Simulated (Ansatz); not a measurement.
**The cluster GeH4O4: one molecule under many settings**

How do the results and run time of the cluster GeH4O4 respond when the settings are drawn wide?

The runs use Ansatz 0.2.0, Gaussian basis; the settings change from run to run.

## 1. The molecule

The geometry comes from an earlier relaxation with PBE-D4/def2-SVP; it is a stationary point, not always the lowest conformer.

9 atoms, charge 0, spin multiplicity 1.

Atoms are counted from 1 here; the program's logs count them from 0.

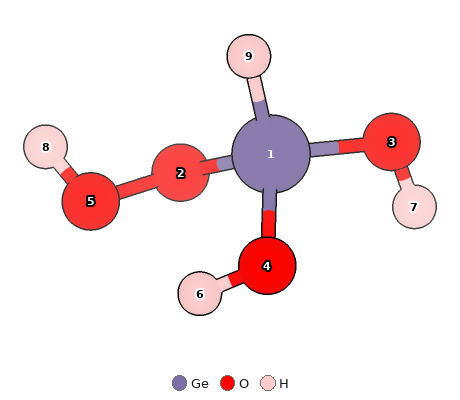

The structure; germanium purple, oxygen red, hydrogen pink; atoms are numbered from 1 in the order of the file.

## 2. wB97X-V/aug-cc-pVDZ

in.yaml

```yaml
crystal:
  periodic: [false, false, false]
  atoms:
    - {symbol: Ge, position_ang: [0.563009, 0.279097, 0.179243]}
    - {symbol: O, position_ang: [-0.227419, -0.867052, -1.024724]}
    - {symbol: O, position_ang: [1.981588, -0.550650, 0.851172]}
    - {symbol: O, position_ang: [-0.635431, 0.536833, 1.476187]}
    - {symbol: O, position_ang: [-1.500745, -0.156364, -1.268274]}
    - {symbol: H, position_ang: [-1.524115, 0.443962, 1.077909]}
    - {symbol: H, position_ang: [1.699226, -1.257745, 1.462602]}
    - {symbol: H, position_ang: [-1.416083, 0.013516, -2.229848]}
    - {symbol: H, position_ang: [1.059970, 1.558393, -0.524266]}
basis:
  gaussian: {orbitals: aug-cc-pVDZ}
hamiltonian: {xc: {name: wB97X-V}}
scf: {omitted_lower_state_checks: [starts]}
output: {forces: true}
```

Started as:

```bash
$ ansatz run in.yaml --threads 4 --pin off --events-out ev --progress --plain --max-ram 3916MiB
```

Output:

```text
Functional definition: wB97X-V
  name "wB97X-V"
  cite "Mardirossian & Head-Gordon, Phys. Chem. Chem. Phys. 16, 9904 (2014) doi:10.1039/C3CP54374A"
  cite "Becke, J. Chem. Phys. 107, 8554 (1997) doi:10.1063/1.475007"
  cite "Vydrov & Van Voorhis, J. Chem. Phys. 133, 244103 (2010) doi:10.1063/1.3521275"
  parameter omega = 0.3/bohr
  parameter cx = 0.167
  parameter cx1 = 0.603
  parameter cx2 = 1.194
  parameter css0 = 0.556
  parameter css1 = -0.257
  parameter cos0 = 1.219
  parameter cos1 = -1.850
  parameter b = 6.0
  parameter c = 0.01
  exchange = spin_sum(e_x_unif_sr(omega)*poly(b97_u_x, 1 - cx, cx1, cx2)) + cx*exact_x_sr(omega) + exact_x_lr(omega)
  correlation = spin_sum(e_c_pw_same_spin*poly(b97_u_same, css0, css1))
      + integral(e_c_pw_opposite_spin*poly(b97_u_opposite, cos0, cos1)) + vv10(b, c)
these checks for a lower state are left out or cut short: starts
1410 factors; their error is unknown
503 factors; integrals over basis functions are off by at most 1.6e-5 eV
mean field evaluation 1: about -64754.7209 eV, gradient 6.9e1 eV
mean field evaluation 2: about -64753.1132 eV, gradient 7.7e1 eV
mean field evaluation 4: about -64763.1548 eV, gradient 2.5e0 eV
mean field evaluation 8: about -64763.1683 eV, gradient 9.9e-2 eV
mean field evaluation 16: about -64763.3120 eV, gradient 1.7e-4 eV
mean field -64763.31195813 eV, -2380.0078163117 hartree, gradient 2.1e-5 eV, S^2 0.000000; 0 other end points of the search recorded, 0 dependent functions left out
the calculation of the forces begins
reference -64763.31195523 eV, -2380.0078162051 hartree; 34, 34 occupied and 130, 130 virtual orbitals, 1410 factors
Total energy: -64763.31195523 eV, -2380.0078162051 hartree
Atom 0 at     0.563009     0.279097     0.179243 Å, force     0.082535     0.152692    -0.166645 eV/Å
Atom 1 at    -0.227419    -0.867052    -1.024724 Å, force    -0.499891     0.518451     0.112498 eV/Å
Atom 2 at     1.981588    -0.550650     0.851172 Å, force    -0.423057    -0.402111     0.294994 eV/Å
Atom 3 at    -0.635431     0.536833     1.476187 Å, force    -0.367166    -0.117077    -0.496584 eV/Å
Atom 4 at    -1.500745    -0.156364    -1.268274 Å, force     0.784840    -0.236929    -0.476767 eV/Å
Atom 5 at    -1.524115     0.443962     1.077909 Å, force     0.431923     0.069714     0.340698 eV/Å
Atom 6 at     1.699226    -1.257745     1.462602 Å, force     0.254875     0.365252    -0.305946 eV/Å
Atom 7 at    -1.416083     0.013516    -2.229848 Å, force    -0.102707    -0.098271     0.571533 eV/Å
Atom 8 at     1.059970     1.558393    -0.524266 Å, force    -0.161353    -0.251721     0.126220 eV/Å
Dipole moment:    -0.182190     0.161603    -0.317231 e Å
Checks for a lower state left out: starts
```

Wall time 8 s (4 threads of Arm Neoverse V2, shared host); peak memory 0.66 GiB.

Largest force 0.948 eV/Å, dipole 1.92 D.

## 3. B2PLYP/6-31G

in.yaml: that of step 2 with these lines changed.

```diff
@@ -13,5 +13,3 @@
 basis:
-  gaussian: {orbitals: aug-cc-pVDZ}
-hamiltonian: {xc: {name: wB97X-V}}
-scf: {omitted_lower_state_checks: [starts]}
-output: {forces: true}
+  gaussian: {orbitals: 6-31G}
+hamiltonian: {xc: {name: B2PLYP}}
```

Launched as before.

Output:

```text
Functional definition: B2PLYP
  name "B2PLYP"
  cite "Grimme, J. Chem. Phys. 124, 034108 (2006) doi:10.1063/1.2148954"
  cite "Becke, Phys. Rev. A 38, 3098 (1988) doi:10.1103/PhysRevA.38.3098"
  cite "Lee, Yang & Parr, Phys. Rev. B 37, 785 (1988) doi:10.1103/PhysRevB.37.785"
  parameter a = 0.53
  parameter c = 0.27
  exchange = (1 - a)*b88_x + a*exact_x
  correlation = (1 - c)*lyp_c + c*(mp2_os + mp2_ss)
688 factors; integrals over basis functions are off by at most 3.5e-4 eV
mean field evaluation 1: about -64725.2966 eV, gradient 6.1e1 eV
mean field evaluation 2: about -64725.2934 eV, gradient 6.1e1 eV
mean field evaluation 4: about -64732.0797 eV, gradient 4.9e0 eV
mean field evaluation 8: about -64732.1222 eV, gradient 3.4e-1 eV
mean field evaluation 16: about -64732.1225 eV, gradient 1.4e-4 eV
mean field -64732.12246852 eV, -2378.8616237096 hartree, gradient 8.7e-6 eV, S^2 0.000000; 0 other end points of the search recorded, 0 dependent functions left out
13 core orbitals not correlated: weight in the atoms' cores, before any rotation towards them, 1.000 or more for the frozen orbitals, at most 0.000 for the correlated occupied ones
reference -64732.12262038 eV, -2378.8616292903 hartree; 21, 21 occupied and 39, 39 virtual orbitals, 688 factors
second order -24.67569564 eV of doubles, -0.00000000 eV of singles
Total energy: -64738.78505820 eV, -2379.1064693643 hartree
```

It took 1.1 s on 4 threads of Arm Neoverse V2, shared host.

## 4. rPW86-PBE/pcseg-2

This run has rVV10 dispersion.

in.yaml: that of step 3 with these lines changed.

```diff
@@ -13,3 +13,4 @@
 basis:
-  gaussian: {orbitals: 6-31G}
-hamiltonian: {xc: {name: B2PLYP}}
+  gaussian: {orbitals: pcseg-2}
+hamiltonian: {xc: {name: rPW86-PBE}, dispersion: rvv10}
+scf: {omitted_lower_state_checks: [starts]}
```

Launched as before.

Output:

```text
Functional definition: rPW86-PBE+rVV10
  name "rPW86-PBE+rVV10"
  cite "Murray, Lee & Langreth, J. Chem. Theory Comput. 5, 2754 (2009) doi:10.1021/ct900365q"
  cite "Perdew, Burke & Ernzerhof, Phys. Rev. Lett. 77, 3865 (1996) doi:10.1103/PhysRevLett.77.3865"
  cite "Vydrov & Van Voorhis, J. Chem. Phys. 133, 244103 (2010) doi:10.1063/1.3521275"
  cite "Sabatini, Gorni & de Gironcoli, Phys. Rev. B 87, 041108(R) (2013) doi:10.1103/PhysRevB.87.041108"
  parent "pbe"
  exchange = rpw86_x
  correlation = pbe_c + rvv10(6.3, 0.0093)
these checks for a lower state are left out or cut short: starts
1196 factors; their error is unknown
mean field evaluation 1: about -64788.6259 eV, gradient 1.1e2 eV
mean field evaluation 2: about -64699.4490 eV, gradient 2.3e2 eV
mean field evaluation 4: about -64804.8067 eV, gradient 2.6e1 eV
mean field evaluation 8: about -64805.9355 eV, gradient 1.8e-1 eV
mean field evaluation 16: about -64805.8897 eV, gradient 4.3e-4 eV
mean field -64805.88967429 eV, -2381.5725185203 hartree, gradient 6.6e-5 eV, S^2 0.000000; 0 other end points of the search recorded, 0 dependent functions left out
reference -64805.88978798 eV, -2381.5725226986 hartree; 34, 34 occupied and 185, 185 virtual orbitals, 1196 factors
Total energy: -64805.88978798 eV, -2381.5725226986 hartree
Checks for a lower state left out: starts
```

Wall time 5.5 s (4 threads of Arm Neoverse V2, shared host).

## 5. wB97M-V/cc-pVDZ

Set apart from the defaults: coordinates scaled by 1.12.

in.yaml

```yaml
crystal:
  periodic: [false, false, false]
  atoms:
    - {symbol: Ge, position_ang: [0.630570, 0.312589, 0.200752]}
    - {symbol: O, position_ang: [-0.254709, -0.971099, -1.147691]}
    - {symbol: O, position_ang: [2.219379, -0.616728, 0.953312]}
    - {symbol: O, position_ang: [-0.711683, 0.601253, 1.653329]}
    - {symbol: O, position_ang: [-1.680835, -0.175128, -1.420466]}
    - {symbol: H, position_ang: [-1.707009, 0.497237, 1.207258]}
    - {symbol: H, position_ang: [1.903134, -1.408675, 1.638114]}
    - {symbol: H, position_ang: [-1.586013, 0.015138, -2.497429]}
    - {symbol: H, position_ang: [1.187166, 1.745400, -0.587178]}
basis:
  gaussian: {orbitals: cc-pVDZ}
hamiltonian: {xc: {name: wB97M-V}}
scf: {omitted_lower_state_checks: [starts]}
output: {forces: true}
```

Same command.

Output:

```text
Functional definition: wB97M-V
  name "wB97M-V"
  cite "Mardirossian & Head-Gordon, J. Chem. Phys. 144, 214110 (2016) doi:10.1063/1.4952647"
  cite "Becke, J. Chem. Phys. 107, 8554 (1997) doi:10.1063/1.475007"
  cite "Vydrov & Van Voorhis, J. Chem. Phys. 133, 244103 (2010) doi:10.1063/1.3521275"
  # Of w^i u^j: cxij and so on, Table III.
  parameter omega = 0.3/bohr
  parameter cx = 0.15
  parameter cx01 = 1.007
  parameter cx10 = 0.259
  parameter css00 = 0.443
  parameter css04 = -1.437
  parameter css10 = -4.535
  parameter css20 = -3.390
  parameter css43 = 4.278
  parameter cos00 = 1.000
  parameter cos10 = 1.358
  parameter cos20 = 2.924
  parameter cos21 = -8.812
  parameter cos60 = -1.390
  parameter cos61 = 9.142
  parameter b = 6.0
  parameter c = 0.01
  gx(w, u) = 1 - cx + cx01*u + cx10*w
  gss(w, u) = css00 + css04*u^4 + css10*w + css20*w^2 + css43*w^4*u^3
  gos(w, u) = cos00 + cos10*w + (cos20 + cos21*u)*w^2 + (cos60 + cos61*u)*w^6
  exchange = spin_sum(e_x_unif_sr(omega)*gx(b97_w, b97_u_x)) + cx*exact_x_sr(omega) + exact_x_lr(omega)
  correlation = spin_sum(e_c_pw_mod_same_spin*gss(b97_w, b97_u_same))
      + integral(e_c_pw_mod_opposite_spin*gos(b97_w_opposite, b97_u_opposite)) + vv10(b, c)
these checks for a lower state are left out or cut short: starts
1018 factors; integrals over basis functions are off by at most 1.8e-3 eV
262 factors; integrals over basis functions are off by at most 6.1e-6 eV
mean field evaluation 1: about -64753.0974 eV, gradient 6.4e1 eV
mean field evaluation 2: about -64748.0879 eV, gradient 8.5e1 eV
mean field evaluation 4: about -64761.2755 eV, gradient 3.2e0 eV
mean field evaluation 8: about -64761.3734 eV, gradient 6.4e-1 eV
mean field evaluation 16: about -64761.3744 eV, gradient 1.1e-3 eV
mean field -64761.37437059 eV, -2379.9366112829 hartree, gradient 4.3e-5 eV, S^2 0.000000; 0 other end points of the search recorded, 0 dependent functions left out
the calculation of the forces begins
reference -64761.37441190 eV, -2379.9366128010 hartree; 34, 34 occupied and 69, 69 virtual orbitals, 1018 factors
Total energy: -64761.37441190 eV, -2379.9366128010 hartree
Atom 0 at     0.630570     0.312589     0.200752 Å, force    -0.645849    -1.251106     0.830921 eV/Å
Atom 1 at    -0.254709    -0.971099    -1.147691 Å, force    -1.519003     3.421149     1.154828 eV/Å
Atom 2 at     2.219379    -0.616728     0.953312 Å, force    -3.796549    -1.149678     1.081471 eV/Å
Atom 3 at    -0.711683     0.601253     1.653329 Å, force    -1.173917    -0.813102    -3.956172 eV/Å
Atom 4 at    -1.680835    -0.175128    -1.420466 Å, force     3.226979    -0.653819    -2.903785 eV/Å
Atom 5 at    -1.707009     0.497237     1.207258 Å, force     3.878613     0.285817     1.301077 eV/Å
Atom 6 at     1.903134    -1.408675     1.638114 Å, force     0.834936     3.074687    -2.655027 eV/Å
Atom 7 at    -1.586013     0.015138    -2.497429 Å, force    -0.029872    -0.855458     4.007208 eV/Å
Atom 8 at     1.187166     1.745400    -0.587178 Å, force    -0.775339    -2.058489     1.139479 eV/Å
Dipole moment:    -0.142129     0.232432    -0.309627 e Å
Checks for a lower state left out: starts
```

It took 5.5 s on 4 threads of Arm Neoverse V2, shared host.

Largest force 4.390 eV/Å, dipole 1.98 D.

## 6. The runs in one table

```csv
level,charge,multiplicity,geometry,functions,energy (eV),time
wB97X-V/aug-cc-pVDZ,0,1,relaxed,164,-64763.312,8 s
B2PLYP/6-31G,0,1,relaxed,73,-64738.785,1.1 s
rPW86-PBE/pcseg-2,0,1,relaxed,219,-64805.890,5.5 s
wB97M-V/cc-pVDZ,0,1,scaled,103,-64761.374,5.5 s
```

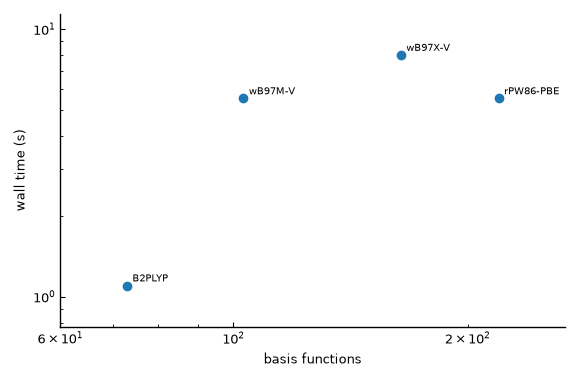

Wall time against the number of basis functions (shared host).

## 7. Results

| quantity | value |
| --- | --- |
| runs | 4 |
| quickest | B2PLYP/6-31G, 1.1 s |
| slowest | wB97X-V/aug-cc-pVDZ, 8 s |
| spread of total energies, same state and geometry | 67.1 eV |

In words: wB97X-V/aug-cc-pVDZ took 7 times as long as B2PLYP/6-31G. The jobs differ in tasks and options as well as level. The totals spread over 67 eV; they can't be compared across methods or bases. At the PBE-D4/def2-SVP geometry and in the same state, the sound runs without point charges leave forces up to 0.95 eV/Å (wB97X-V/aug-cc-pVDZ), against 4.4 eV/Å where the atoms were moved.
